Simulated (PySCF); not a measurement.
**CH7NP2Si: NMR shifts at several levels of theory**

How much do the NMR shifts of CH7NP2Si (`C=N[SiH](P)P`) depend on the level of theory, and what does each level cost?

The runs use PySCF 2.14.0, with density-fitted response routines of our own; the level of theory stands in each step. All values are computed, except where a source is named. Atoms count from 0, in the outputs and in this text.

**1. Starting geometry**

12 atoms, charge 0, multiplicity 1; geometry from: GFN2-xTB.

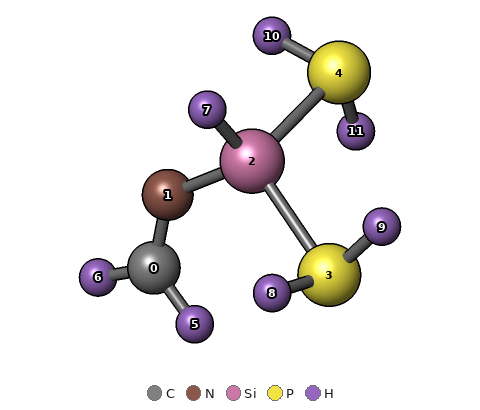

The starting geometry (carbon grey, nitrogen brown, silicon pink, phosphorus yellow, hydrogen purple), atoms numbered; sticks join atoms by distance.

**2. Optimising the geometry at PBE0-D3(BJ)/def2-SVP**

Job settings and geometry (Å):

```
{"job": {"xc": "PBE0", "basis": "def2-SVP", "d3": "d3bj", "grid": 1, "kind": "geom"}, "charge": 0, "multiplicity": 1}
C     -0.154027     2.093735    -0.286670
N      0.260175     1.261481     0.550963
Si     0.001040    -0.450812     0.604906
P     -1.602449    -1.073665    -0.866267
P      1.925053    -1.522079     0.116041
H     -0.799508     1.842955    -1.135609
H      0.128156     3.137362    -0.183641
H     -0.294309    -0.668040     2.024369
H     -2.641732    -0.725882    -0.022283
H     -1.628672    -2.394563    -0.463954
H      2.713547    -0.585665     0.753515
H      2.093927    -0.915513    -1.117398
```

What it wrote:

```text
step   0  E = -1068.39730196  max force = 0.025232
step   1  E = -1068.40291268  max force = 0.006009
step   2  E = -1068.40332397  max force = 0.002157
step   3  E = -1068.40330709  max force = 0.003154
step   4  E = -1068.40339219  max force = 0.000597
step   5  E = -1068.40340245  max force = 0.000274
optimisation converged
```

It took 55 s on 1 thread, shared host.

Relaxation path:

```csv
step,energy from step 0 (eV),largest force component (eV/Å)
0,0.0000,1.2975
1,-0.1527,0.3090
2,-0.1639,0.1109
3,-0.1634,0.1622
4,-0.1657,0.0307
5,-0.1660,0.0141
```

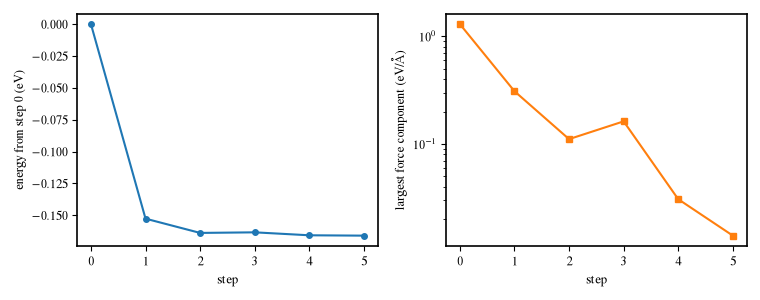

Energy and force, step by step.

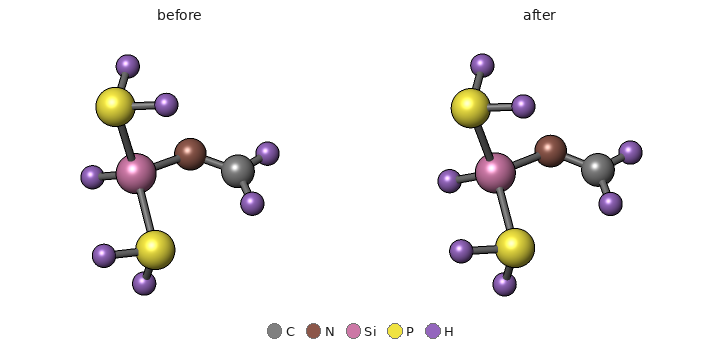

The geometry before (left) and after (right).

Distances of close pairs at the start and the end, largest changes first:

```csv
bond,before (Å),after (Å),change (Å)
P4–H10,1.380,1.429,+0.048
P3–H9,1.381,1.428,+0.047
P3–H8,1.383,1.429,+0.046
P4–H11,1.385,1.429,+0.045
Si2–H7,1.466,1.491,+0.025
N1–Si2,1.733,1.756,+0.023
C0–H6,1.086,1.106,+0.020
C0–H5,1.096,1.112,+0.017
```

The end geometry stands in the next job.

```csv
at the end point,value
point group (found at 0.08 Å tolerance),C1
"rotational constants (GHz, main isotopes)","2.387, 1.871, 1.189"
dipole moment (D),1.29
```

**3. Shielding tensors: PBE0/cc-pVDZ**

Job settings and geometry (Å):

```
{"job": {"kind": "nmr", "xc": "PBE0", "basis": "cc-pVDZ", "pop": true}, "charge": 0, "multiplicity": 1}
C     -0.259440     2.061444    -0.323731
N      0.188137     1.263604     0.545753
Si    -0.133252    -0.461035     0.624588
P     -1.692247    -1.114968    -0.903923
P      1.747343    -1.628142     0.172544
H     -0.944818     1.771950    -1.150622
H      0.025022     3.130111    -0.302118
H     -0.531614    -0.760642     2.029573
H     -2.799379    -0.757208    -0.073973
H     -1.658866    -2.465726    -0.441128
H      2.579783    -0.684229     0.848574
H      1.911867    -0.999724    -1.100788
```

With the program's defaults for keys left out, this is: GIAO PBE0/cc-pVDZ NMR shielding, non-relativistic, gas phase.

What it wrote:

```text
coarse grid: 11360 points
cycle   1  E = -1068.7173169621  dE =  2.316e-01  |g| = 3.569e-01  |ddm| = 5.935e+00
cycle   2  E = -1068.6572423460  dE =  6.007e-02  |g| = 6.296e-01  |ddm| = 1.406e+00
cycle   3  E = -1068.7489927243  dE = -9.175e-02  |g| = 7.133e-02  |ddm| = 8.092e-01
cycle   4  E = -1068.7503128522  dE = -1.320e-03  |g| = 2.421e-02  |ddm| = 1.974e-01
cycle   5  E = -1068.7504927165  dE = -1.799e-04  |g| = 5.352e-03  |ddm| = 6.530e-02
cycle   6  E = -1068.7505035992  dE = -1.088e-05  |g| = 1.160e-03  |ddm| = 1.636e-02
cycle   7  E = -1068.7505040146  dE = -4.154e-07  |g| = 3.129e-04  |ddm| = 3.089e-03
final grid: 95584 points
cycle   8  E = -1068.7699713838  dE = -9.917e-06  |g| = 4.905e-03  |ddm| = 4.466e-02
cycle   9  E = -1068.7699660833  dE =  5.301e-06  |g| = 6.738e-03  |ddm| = 2.167e-02
cycle  10  E = -1068.7699779503  dE = -1.187e-05  |g| = 1.355e-03  |ddm| = 1.200e-02
cycle  11  E = -1068.7699783878  dE = -4.376e-07  |g| = 1.413e-04  |ddm| = 1.921e-03
cycle  12  E = -1068.7699783927  dE = -4.910e-09  |g| = 4.051e-05  |ddm| = 3.102e-04
cycle  13  E = -1068.7699783933  dE = -5.507e-10  |g| = 1.229e-05  |ddm| = 1.055e-04
converged SCF energy = -1068.7699783933

GIAO shielding tensors (ppm)
atom      isotropic    diamagn.    paramagn.     s11        s22        s33       span
  0 C       32.358     256.504    -224.147    -57.905     12.784    142.195    200.100
  1 N     -122.639     322.208    -444.847   -490.915   -157.178    280.176    771.091
  2 Si     422.176     885.405    -463.229    372.137    424.672    469.720     97.584
  3 P      639.699     968.559    -328.860    580.862    634.146    704.087    123.225
  4 P      618.831     967.925    -349.094    579.500    632.015    644.978     65.478
  5 H       22.713      32.313      -9.600     20.669     21.312     26.158      5.488
  6 H       22.798      28.546      -5.748     21.812     23.021     23.560      1.747
  7 H       25.323      30.290      -4.967     22.034     23.720     30.216      8.182
  8 H       29.745      29.688       0.057     24.981     26.280     37.974     12.993
  9 H       30.173      29.475       0.698     24.933     28.686     36.899     11.966
 10 H       29.194      29.643      -0.449     24.781     25.918     36.882     12.101
 11 H       30.058      30.887      -0.829     25.173     28.257     36.743     11.570
```

Run time: 22 s. Hardware: 1 thread, shared host.

The references, computed at this level on geometries of the same kind, shield at (ppm): ¹H TMS 31.29, ¹³C TMS 196.8, ²⁹Si TMS 418.6, ¹⁵N NH3 273.1, ³¹P H3PO4 389.4. Their shielding less the atom's gives the shift. The references are single molecules in the gas phase, so shifts against H2O, NH3, PH3, H3PO4 or CFCl3 are not on the usual liquid scales and can be off by tens of ppm. Atoms listed in one row are averaged.

```csv
atoms,environment,σ (ppm),δ (ppm)
C0,C=N carbon,32.4,164.4
H5,hydrogen on a C=N carbon,22.71,8.58
H6,hydrogen on a C=N carbon,22.80,8.49
H7,"hydrogen on a silicon bonded to N, 2 P",25.32,5.97
"H8, H9, H10, H11",hydrogen on a phosphorus bonded to Si,29.79,1.50
N1,imine nitrogen,-122.6,395.8
Si2,"silicon bonded to N, 2 P, H",422.2,-3.6
"P3, P4","phosphorus bonded to Si, 2 H",629.3,-239.9
```

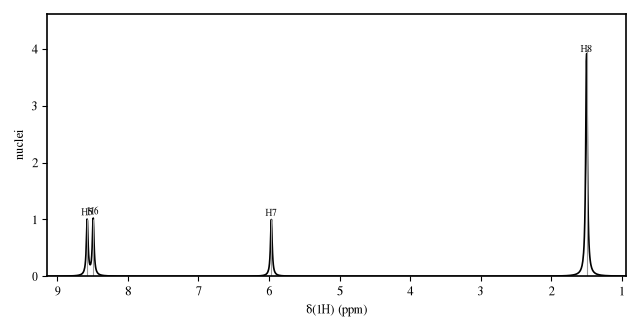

¹H lines at the computed shifts, without couplings. Lines are broadened to a width of 0.03 ppm (Lorentzian).

Charges from the same density, by scheme (e):

```csv
atoms,Mulliken,IAO,Hirshfeld,ESP fit
C0,0.06,-0.08,0.03,0.21
N1,-0.30,-0.50,-0.22,-0.52
Si2,0.28,0.66,0.26,0.56
"P3, P4",-0.15,-0.13,-0.02,-0.31
```

ESP fit charges:

```csv
atom,value (e)
C0,0.21
N1,-0.52
Si2,0.56
P3,-0.31
P4,-0.31
H5,0.03
H6,0.05
H7,-0.10
H8,0.09
H9,0.09
H10,0.11
H11,0.11
```

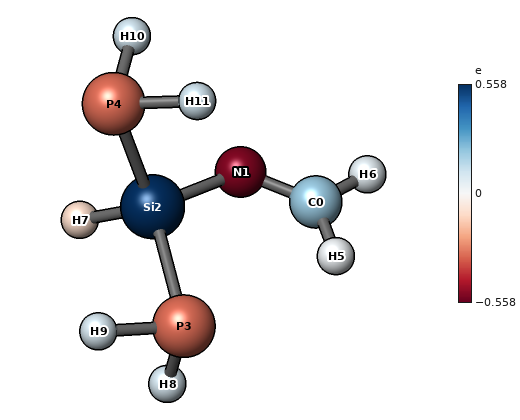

ESP fit charges, as colours on the atoms.

Mayer bond orders: C0–N1 2.00, N1–Si2 1.10, Si2–P3 1.00, Si2–P4 1.05.

**4. Nuclear shieldings: PBE0/cc-pVTZ**

The job, as its differences from that of step 3:

```diff
@@ -1,2 +1,2 @@
-{"job": {"kind": "nmr", "xc": "PBE0", "basis": "cc-pVDZ", "pop": true}, "charge": 0, "multiplicity": 1}
+{"job": {"kind": "nmr", "xc": "PBE0", "basis": "cc-pVTZ", "pop": true}, "charge": 0, "multiplicity": 1}
 C     -0.259440     2.061444    -0.323731
```

Level: GIAO PBE0/cc-pVTZ NMR shielding, non-relativistic, gas phase.

What it wrote:

```text
coarse grid: 11360 points
cycle   1  E = -1068.7948524771  dE =  1.852e-01  |g| = 3.818e-01  |ddm| = 5.979e+00
cycle   2  E = -1068.7291112849  dE =  6.574e-02  |g| = 6.681e-01  |ddm| = 1.320e+00
cycle   3  E = -1068.8280717991  dE = -9.896e-02  |g| = 8.144e-02  |ddm| = 8.219e-01
cycle   4  E = -1068.8294493145  dE = -1.378e-03  |g| = 3.445e-02  |ddm| = 1.678e-01
cycle   5  E = -1068.8297644994  dE = -3.152e-04  |g| = 5.541e-03  |ddm| = 6.011e-02
cycle   6  E = -1068.8297742206  dE = -9.721e-06  |g| = 2.478e-03  |ddm| = 1.482e-02
final grid: 95584 points
cycle   7  E = -1068.8437075189  dE = -3.238e-05  |g| = 7.340e-03  |ddm| = 5.980e-02
cycle   8  E = -1068.8437011804  dE =  6.338e-06  |g| = 8.610e-03  |ddm| = 2.629e-02
cycle   9  E = -1068.8437208606  dE = -1.968e-05  |g| = 1.188e-03  |ddm| = 1.465e-02
cycle  10  E = -1068.8437211362  dE = -2.756e-07  |g| = 4.389e-04  |ddm| = 1.771e-03
cycle  11  E = -1068.8437211780  dE = -4.185e-08  |g| = 8.635e-05  |ddm| = 5.954e-04
cycle  12  E = -1068.8437211801  dE = -2.005e-09  |g| = 2.175e-05  |ddm| = 1.697e-04
cycle  13  E = -1068.8437211802  dE = -1.546e-10  |g| = 5.684e-06  |ddm| = 4.610e-05
converged SCF energy = -1068.8437211802

GIAO shielding tensors (ppm)
atom      isotropic    diamagn.    paramagn.     s11        s22        s33       span
  0 C       15.600     253.788    -238.188    -80.770     -2.992    130.561    211.331
  1 N     -152.042     323.346    -475.388   -534.209   -193.469    271.551    805.760
  2 Si     362.929     888.073    -525.144    308.822    362.727    417.237    108.414
  3 P      607.119     969.771    -362.653    546.972    599.205    675.179    128.206
  4 P      583.245     969.131    -385.886    543.276    596.716    609.743     66.467
  5 H       22.522      31.381      -8.859     20.473     21.137     25.956      5.483
  6 H       22.692      28.917      -6.225     21.703     22.971     23.403      1.701
  7 H       25.215      30.063      -4.847     22.077     23.940     29.629      7.552
  8 H       29.595      29.555       0.040     25.004     26.204     37.577     12.572
  9 H       29.890      29.272       0.618     24.812     28.473     36.386     11.574
 10 H       29.085      29.869      -0.784     24.809     25.957     36.489     11.680
 11 H       29.988      30.900      -0.912     25.259     28.247     36.458     11.199
```

It took 68 s on 1 thread, shared host.

In short: δ C0 171.7, N1 418.8, Si2 -2.9, P3 -275.4, H5 8.77, H6 8.60 ppm (means over like atoms).

**5. Shielding tensors: PBE0/aug-cc-pVDZ**

The job, as its differences from that of step 4:

```diff
@@ -1,2 +1,2 @@
-{"job": {"kind": "nmr", "xc": "PBE0", "basis": "cc-pVTZ", "pop": true}, "charge": 0, "multiplicity": 1}
+{"job": {"kind": "nmr", "xc": "PBE0", "basis": "aug-cc-pVDZ", "pop": true}, "charge": 0, "multiplicity": 1}
 C     -0.259440     2.061444    -0.323731
```

With the program's defaults for keys left out, this is: GIAO PBE0/aug-cc-pVDZ NMR shielding, non-relativistic, gas phase.

What it wrote:

```text
coarse grid: 11360 points
cycle   1  E = -1068.7302240267  dE =  2.288e-01  |g| = 3.547e-01  |ddm| = 7.098e+00
cycle   2  E = -1068.6658083529  dE =  6.442e-02  |g| = 6.424e-01  |ddm| = 1.442e+00
cycle   3  E = -1068.7616942029  dE = -9.589e-02  |g| = 6.972e-02  |ddm| = 8.336e-01
cycle   4  E = -1068.7629312461  dE = -1.237e-03  |g| = 2.543e-02  |ddm| = 2.052e-01
cycle   5  E = -1068.7631316046  dE = -2.004e-04  |g| = 5.334e-03  |ddm| = 6.805e-02
cycle   6  E = -1068.7631425053  dE = -1.090e-05  |g| = 1.315e-03  |ddm| = 1.687e-02
cycle   7  E = -1068.7631430701  dE = -5.648e-07  |g| = 3.387e-04  |ddm| = 3.975e-03
final grid: 95584 points
cycle   8  E = -1068.7826306888  dE = -1.307e-05  |g| = 4.951e-03  |ddm| = 1.105e-01
cycle   9  E = -1068.7826243124  dE =  6.376e-06  |g| = 7.070e-03  |ddm| = 2.315e-02
cycle  10  E = -1068.7826372308  dE = -1.292e-05  |g| = 1.427e-03  |ddm| = 1.245e-02
cycle  11  E = -1068.7826377171  dE = -4.863e-07  |g| = 1.535e-04  |ddm| = 2.152e-03
cycle  12  E = -1068.7826377228  dE = -5.718e-09  |g| = 4.843e-05  |ddm| = 4.358e-04
cycle  13  E = -1068.7826377236  dE = -8.290e-10  |g| = 1.409e-05  |ddm| = 1.454e-04
converged SCF energy = -1068.7826377236

GIAO shielding tensors (ppm)
atom      isotropic    diamagn.    paramagn.     s11        s22        s33       span
  0 C       29.492     234.205    -204.713    -62.265      9.344    141.399    203.663
  1 N     -125.890     291.806    -417.696   -484.729   -164.366    271.424    756.153
  2 Si     418.767     892.492    -473.726    369.644    419.388    467.268     97.624
  3 P      643.566     968.648    -325.083    588.206    639.391    703.101    114.895
  4 P      616.826     968.649    -351.822    582.613    631.902    635.965     53.353
  5 H       22.401      35.674     -13.273     20.390     21.068     25.745      5.355
  6 H       22.534      33.826     -11.292     21.683     22.727     23.191      1.508
  7 H       25.179      26.566      -1.386     21.918     23.720     29.901      7.982
  8 H       29.658      28.751       0.907     24.889     26.271     37.813     12.924
  9 H       29.971      28.034       1.938     24.767     28.630     36.516     11.749
 10 H       29.137      28.560       0.576     24.742     26.032     36.636     11.895
 11 H       30.035      29.512       0.523     25.082     28.352     36.672     11.589
```

Wall time 39 s (1 thread, shared host).

In short: δ C0 165.6, N1 395.7, Si2 -2.0, P3 -258.2, H5 8.99, H6 8.86 ppm (means over like atoms).

**6. Shielding tensors: PBE0/IGLO-III**

The job, as its differences from that of step 5:

```diff
@@ -1,2 +1,2 @@
-{"job": {"kind": "nmr", "xc": "PBE0", "basis": "aug-cc-pVDZ", "pop": true}, "charge": 0, "multiplicity": 1}
+{"job": {"kind": "nmr", "xc": "PBE0", "basis": "IGLO-III", "pop": true}, "charge": 0, "multiplicity": 1}
 C     -0.259440     2.061444    -0.323731
```

Method: GIAO PBE0/IGLO-III NMR shielding, non-relativistic, gas phase.

What it wrote:

```text
coarse grid: 11360 points
cycle   1  E = -1068.7930847598  dE =  1.183e-01  |g| = 4.278e-01  |ddm| = 2.560e+00
cycle   2  E = -1068.7262281574  dE =  6.686e-02  |g| = 6.768e-01  |ddm| = 6.918e-01
cycle   3  E = -1068.8248435065  dE = -9.862e-02  |g| = 1.191e-01  |ddm| = 4.775e-01
cycle   4  E = -1068.8275896694  dE = -2.746e-03  |g| = 4.039e-02  |ddm| = 9.616e-02
cycle   5  E = -1068.8279904153  dE = -4.007e-04  |g| = 6.508e-03  |ddm| = 3.592e-02
cycle   6  E = -1068.8280011224  dE = -1.071e-05  |g| = 2.892e-03  |ddm| = 8.742e-03
cycle   7  E = -1068.8280034318  dE = -2.309e-06  |g| = 3.534e-04  |ddm| = 2.980e-03
final grid: 95584 points
cycle   8  E = -1068.8371066150  dE = -6.376e-05  |g| = 6.432e-03  |ddm| = 3.137e-02
cycle   9  E = -1068.8371014799  dE =  5.135e-06  |g| = 7.340e-03  |ddm| = 9.705e-03
cycle  10  E = -1068.8371126886  dE = -1.121e-05  |g| = 2.071e-03  |ddm| = 6.150e-03
cycle  11  E = -1068.8371135472  dE = -8.586e-07  |g| = 5.423e-04  |ddm| = 1.243e-03
cycle  12  E = -1068.8371136154  dE = -6.814e-08  |g| = 1.087e-04  |ddm| = 3.236e-04
cycle  13  E = -1068.8371136181  dE = -2.748e-09  |g| = 2.681e-05  |ddm| = 9.351e-05
cycle  14  E = -1068.8371136183  dE = -2.051e-10  |g| = 4.299e-06  |ddm| = 2.936e-05
converged SCF energy = -1068.8371136183

GIAO shielding tensors (ppm)
atom      isotropic    diamagn.    paramagn.     s11        s22        s33       span
  0 C        7.369     251.973    -244.604    -91.001    -12.462    125.571    216.572
  1 N     -166.838     320.325    -487.163   -556.217   -211.247    266.952    823.169
  2 Si     350.626     887.986    -537.360    295.570    352.781    403.527    107.957
  3 P      594.789     969.942    -375.153    530.060    590.463    663.843    133.783
  4 P      570.637     970.457    -399.820    528.183    587.540    596.189     68.006
  5 H       22.563      31.401      -8.838     20.555     21.213     25.920      5.365
  6 H       22.698      28.296      -5.598     21.705     23.008     23.380      1.675
  7 H       25.207      29.448      -4.240     22.175     23.980     29.466      7.291
  8 H       29.591      30.123      -0.532     24.982     26.229     37.562     12.580
  9 H       29.866      29.942      -0.076     24.825     28.424     36.350     11.526
 10 H       29.091      30.247      -1.156     24.771     25.986     36.515     11.744
 11 H       29.983      31.177      -1.194     25.243     28.221     36.487     11.244
```

Wall time 42 s (1 thread, shared host).

This run: δ C0 176.4, N1 427.4, Si2 -5.3, P3 -276.0, H5 8.81, H6 8.68 ppm (means over like atoms).

**7. Nuclear shieldings: PBE0/pcSseg-0**

The job, as its differences from that of step 6:

```diff
@@ -1,2 +1,2 @@
-{"job": {"kind": "nmr", "xc": "PBE0", "basis": "IGLO-III", "pop": true}, "charge": 0, "multiplicity": 1}
+{"job": {"kind": "nmr", "xc": "PBE0", "basis": "pcSseg-0", "pop": true}, "charge": 0, "multiplicity": 1}
 C     -0.259440     2.061444    -0.323731
```

With the program's defaults for keys left out, this is: GIAO PBE0/pcSseg-0 NMR shielding, non-relativistic, gas phase.

What it wrote:

```text
coarse grid: 11360 points
cycle   1  E = -1067.2222710401  dE =  1.743e-01  |g| = 3.625e-01  |ddm| = 3.451e+00
cycle   2  E = -1067.1733418764  dE =  4.893e-02  |g| = 6.152e-01  |ddm| = 1.291e+00
cycle   3  E = -1067.2596571428  dE = -8.632e-02  |g| = 8.384e-02  |ddm| = 7.138e-01
cycle   4  E = -1067.2616303012  dE = -1.973e-03  |g| = 2.774e-02  |ddm| = 1.749e-01
cycle   5  E = -1067.2618655854  dE = -2.353e-04  |g| = 2.066e-03  |ddm| = 4.965e-02
cycle   6  E = -1067.2618668171  dE = -1.232e-06  |g| = 7.455e-04  |ddm| = 5.902e-03
final grid: 95584 points
cycle   7  E = -1067.3658103495  dE = -1.024e-05  |g| = 2.729e-03  |ddm| = 2.166e-02
cycle   8  E = -1067.3658096530  dE =  6.964e-07  |g| = 3.129e-03  |ddm| = 9.684e-03
cycle   9  E = -1067.3658124611  dE = -2.808e-06  |g| = 6.449e-04  |ddm| = 5.704e-03
cycle  10  E = -1067.3658125566  dE = -9.551e-08  |g| = 1.114e-04  |ddm| = 7.001e-04
cycle  11  E = -1067.3658125600  dE = -3.372e-09  |g| = 2.362e-05  |ddm| = 1.993e-04
cycle  12  E = -1067.3658125602  dE = -2.128e-10  |g| = 6.238e-06  |ddm| = 5.689e-05
converged SCF energy = -1067.3658125602

GIAO shielding tensors (ppm)
atom      isotropic    diamagn.    paramagn.     s11        s22        s33       span
  0 C       11.879     253.444    -241.564    -86.447    -13.644    135.728    222.175
  1 N     -173.580     337.095    -510.675   -637.026   -176.961    293.248    930.273
  2 Si     367.793     880.624    -512.831    289.670    370.682    443.025    153.355
  3 P      652.361     965.787    -313.426    579.104    639.326    738.653    159.549
  4 P      621.801     965.880    -344.079    583.059    631.929    650.416     67.357
  5 H       23.744      28.910      -5.166     22.472     23.315     25.445      2.973
  6 H       23.625      27.304      -3.679     22.857     23.194     24.824      1.967
  7 H       26.505      29.590      -3.085     22.774     24.600     32.142      9.367
  8 H       31.059      30.087       0.973     25.255     27.658     40.265     15.010
  9 H       31.548      30.379       1.169     25.781     29.847     39.015     13.234
 10 H       30.511      29.890       0.621     25.371     27.067     39.096     13.725
 11 H       31.198      29.757       1.441     26.109     29.277     38.209     12.100
```

Wall time 11 s (1 thread, shared host).

This run: δ C0 181.6, N1 439.6, Si2 -19.3, P3 -355.7, H6 9.21, H5 9.09 ppm (means over like atoms).

**8. Side by side: NMR shifts**

Shifts (ppm) of some atoms, chosen among heavy atoms and hydrogens apart, means over like atoms, with basis size and wall time:

```csv
run,C0,H5,H6,H7,N1,Si2,P3,functions,time
PBE0/cc-pVDZ,164.4,8.58,8.49,5.97,395.8,-3.6,-239.9,117,22 s
PBE0/cc-pVTZ,171.7,8.77,8.60,6.08,418.8,-2.9,-275.4,260,68 s
PBE0/aug-cc-pVDZ,165.6,8.99,8.86,6.22,395.7,-2.0,-258.2,190,39 s
PBE0/IGLO-III,176.4,8.81,8.68,6.17,427.4,-5.3,-276.0,272,42 s
PBE0/pcSseg-0,181.6,9.09,9.21,6.33,439.6,-19.3,-355.7,71,11 s
```

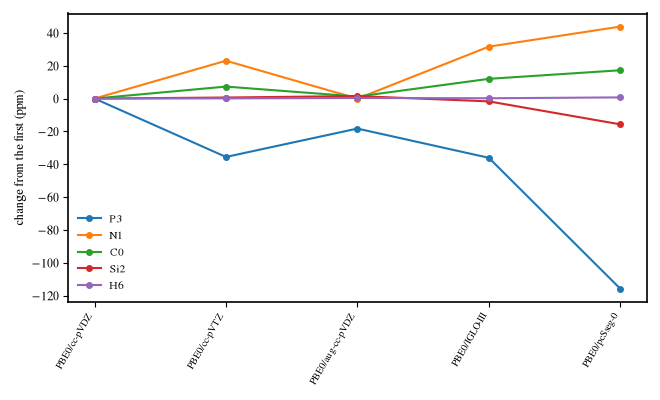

How five of the tabulated atoms move from run to run.

**9. Summary of results**

```
                                                                quantity                       value
                                                             point group                          C1
                                    rotational constants (main isotopes)        2.39, 1.87, 1.19 GHz
                                   ¹³C shifts against TMS (PBE0/cc-pVDZ)                   164.4 ppm
   ¹H shifts against TMS (PBE0/cc-pVDZ, means over atoms taken as alike)  8.58, 8.49, 5.97, 1.50 ppm
                                   ¹⁵N shifts against NH3 (PBE0/cc-pVDZ)                   395.8 ppm
                                  ²⁹Si shifts against TMS (PBE0/cc-pVDZ)                    -3.6 ppm
³¹P shifts against H3PO4 (PBE0/cc-pVDZ, means over atoms taken as alike)                  -239.9 ppm
                                                range of the shift of P3        -355.7 to -239.9 ppm
```

**Reading.** Single values in the summary come from the first run of each kind that ended normally (PBE0/cc-pVDZ), which need not be the best level. Relaxing lowered the energy by 0.166 eV in 5 steps; the close pair that moved most is P4–H10, from 1.380 to 1.429 Å. No frequency check was run at this level, so the end point may be a saddle. At PBE0/cc-pVDZ: The largest span, 771 ppm, is at N1, where the paramagnetic term is -445 ppm. In ppm, P3 (with its like atoms) moves most: its shift spreads over 115.8 ppm, from -355.7 (PBE0/pcSseg-0) to -239.9 (PBE0/cc-pVDZ). Most of that comes from the computed reference, not from the atom's own shielding.
